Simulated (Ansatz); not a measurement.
A series of calculations on SnNH₆Cl

## 1. Relaxation

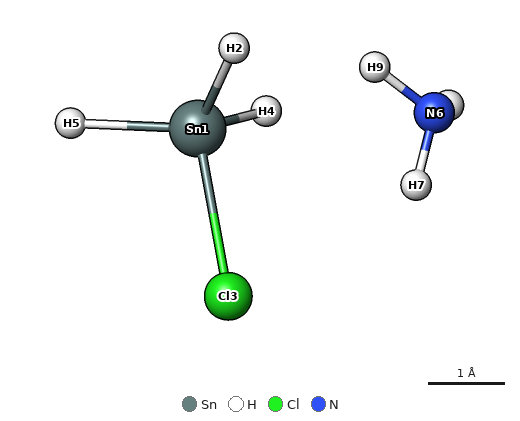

Starting structure of SnNH₆Cl. Style: ball-and-stick. Shown at a tilt.

The run prepares an end point of a later path (reaction) calculation, from a guessed geometry.

Level of theory: RHF/def2-SVP in Ansatz.

The input:
```yaml
crystal:
  periodic: [false, false, false]
  atoms:
    - { symbol: Sn, position_ang: [-0.109966, -0.189194, -0.074983] }
    - { symbol: H, position_ang: [-0.026303, -0.097761, 1.646174] }
    - { symbol: Cl, position_ang: [2.109871, -0.391356, -0.873763] }
    - { symbol: H, position_ang: [-0.770435, 1.211896, -0.77025] }
    - { symbol: H, position_ang: [-0.90164, -1.601563, -0.600381] }
    - { symbol: "N", position_ang: [1.413871, 2.27796, 1.52553] }
    - { symbol: H, position_ang: [2.161635, 1.857758, 1.003737] }
    - { symbol: H, position_ang: [0.852529, 2.837772, 0.910632] }
    - { symbol: H, position_ang: [0.839339, 1.537387, 1.938704] }
basis:
  gaussian: { orbitals: def2-SVP }
hamiltonian:
  xc: hf
relax:
  f_tol: 0.03
  max_steps: 50
```

Launched with:
```bash
ansatz run input.yaml --threads 2 --pin off --max-ram 3072MiB --backend cpu --events-out ev --progress --plain --runs-dir out
```

Question: Predict the outcome.

Answer: After 8 geometry steps the energy has fallen by 0.241 eV. The largest force component goes from 1.1 to 0.025 eV/Å. The atom that moves furthest after the best rigid fit is H9 (0.79 Å). By element the largest moves are H 0.79 Å, N 0.47 Å, Sn 0.36 Å, Cl 0.18 Å. Among the contacts that change: Sn1–H2 1.726 → 1.699 Å, N6–H9 1.024 → 1.005 Å. The run took 11 s on 2 threads of AMD EPYC 7B13 (Zen 3), on a shared host, peak memory 0.19 GiB.

Step by step:

```
step  E − E(0), eV  largest force component, eV/Å
   0        0.0000                         1.1164
   1       -0.1455                         0.3103
   2       -0.2005                         0.3222
   3       -0.2302                         0.1696
   4       -0.2361                         0.0563
   5       -0.2400                         0.0251
   6       -0.2405                         0.0417
   7       -0.2408                         0.0353
   8       -0.2410                         0.0248
```

Final geometry:

```xyz
9

Sn   -0.2974   -0.4780   -0.1931
H    -0.3792   -0.6136    1.4990
Cl    2.0026   -0.4660   -0.7556
H    -0.9361    0.9917   -0.7594
H    -0.9677   -1.8254   -0.9831
N     1.6969    2.6455    1.5816
H     2.2219    2.0051    1.0117
H     0.9917    3.0683    1.0042
H     1.2362    2.1153    2.3002
```

After the run, drawn alike:

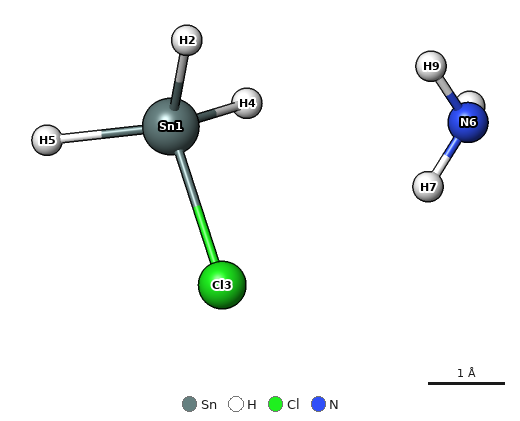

Limits of the set-up: Hartree-Fock leaves out electron correlation.

## 2. Relaxation

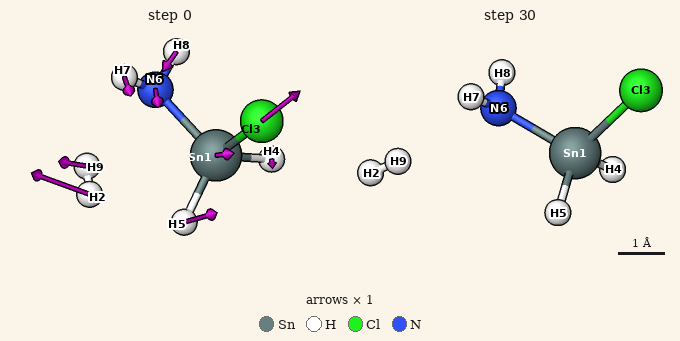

The structure of SnNH6Cl before (left) and after (right) a relaxation, at one scale. The purple arrows give the displacements, at their true length.

Style: ball-and-stick. Shown at a tilt.

The run prepares an end point of a later path (reaction) calculation, from a guessed geometry.

All numbers below come from RHF/def2-SVP (Ansatz 0.2.0). Settings: no spin polarisation; force threshold 0.03 eV/Å; at most 50 steps.

**Summarise the run.**

H2 moves most after the best rigid fit: 2.04 Å. By element the largest moves are H 2.04 Å, Cl 1.17 Å, N 0.67 Å, Sn 0.55 Å. Among the contacts that change: Sn1–N6 2.071 → 2.013 Å, H2–H9 0.710 → 0.748 Å, Sn1–H5 1.687 → 1.697 Å. Bond angles that change, for instance: H5–Sn1–N6 114.8° → 109.0°, Sn1–N6–H8 112.4° → 117.4°, Sn1–N6–H7 114.8° → 117.4°. The energy falls by 31.6 kJ/mol in 27 accepted moves (30 points after the start). Largest force component: 1.5 eV/Å at the start, 0.018 eV/Å at the end. The line search rejected the trial steps at points 11, 17, 22 of the run. The forces were under the threshold at step 6, but the run went on from there. The run took 35 s on 2 threads of AMD EPYC 7B13 (Zen 3), with other jobs on the host, peak memory 0.2 GiB.

Limits of the set-up: the start holds two separate molecules, 2.3 Å apart at their closest, whose relative position is a soft coordinate and is computed without a dispersion correction; Hartree-Fock leaves out electron correlation.

## 3. Path

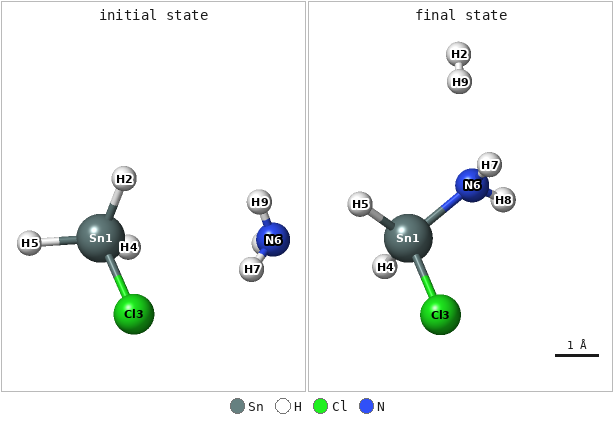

The two relaxed end points of a path for SnNH$_{6}$Cl, made up at the start of SnH₃Cl and NH3. The picture is a ball-and-stick view, seen at a tilt.

These are results of RHF/def2-SVP (Ansatz), not measurements.

Run with 7 movable images; climbing image; force threshold 0.05 eV/Å; iteration limit 60.

Start:
```xyz
9

Sn   -0.2936   -0.4784   -0.1973
H    -0.3774   -0.6179    1.4943
Cl    2.0072   -0.4601   -0.7565
H    -0.9347    0.9911   -0.7613
H    -0.9597   -1.8255   -0.9913
N     1.6915    2.6455    1.5872
H     2.2187    2.0075    1.0166
H     0.9861    3.0681    1.0097
H     1.2309    2.1126    2.3039
```

End:
```xyz
9

Sn    0.4125    0.1895   -0.8004
H    -0.3824    1.6117    4.0151
Cl    1.8806    0.2396   -2.6639
H    -1.0236    0.9326   -1.3145
H     0.2970   -1.4394   -0.3407
N     1.1869    1.2486    0.7269
H     2.0283    0.9003    1.1507
H     1.2727    2.2420    0.6045
H    -0.1030    1.5181    3.3277
```

### What barrier does the band find between them, and by what path?

Forward barrier 2.30 eV, backward barrier 1.80 eV, with image 4 at the top; the reaction energy is +0.50 eV. Breaking: N6–H9 (1.00 → 1.27 at the top → 2.92 Å), Sn1–H2 (1.70 → 2.24 at the top → 5.08 Å). Forming: H2–H9 (3.27 → 1.08 at the top → 0.75 Å), Sn1–N6 (4.11 → 2.15 at the top → 2.01 Å). The band converged in 28 iterations. The largest component of the band force went from 22 to 0.033 eV/Å. The climbing image converged on the top of the path. Its vibrational analysis gives one imaginary mode (1952i cm⁻¹), as a transition state must have.

Energies of the converged images:

| image | path (Å) | E (eV) |
| --- | --- | --- |
| 0 | 0.00 | 0.000 |
| 1 | 1.19 | 0.033 |
| 2 | 2.38 | 0.187 |
| 3 | 3.56 | 0.540 |
| 4 | 4.75 | 2.295 |
| 5 | 5.81 | 0.700 |
| 6 | 6.87 | 0.513 |
| 7 | 7.93 | 0.500 |
| 8 | 8.98 | 0.495 |

The geometry at the top of the path:

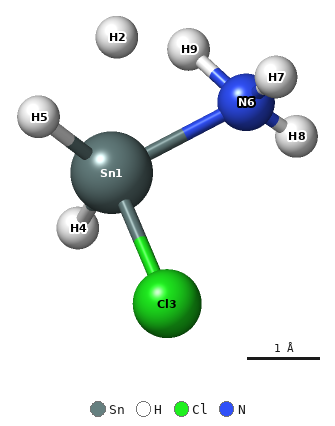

Limits of the set-up: the start holds two separate molecules, 3.0 Å apart at their closest, whose relative position is a soft coordinate and is computed without a dispersion correction; Hartree-Fock leaves out electron correlation.
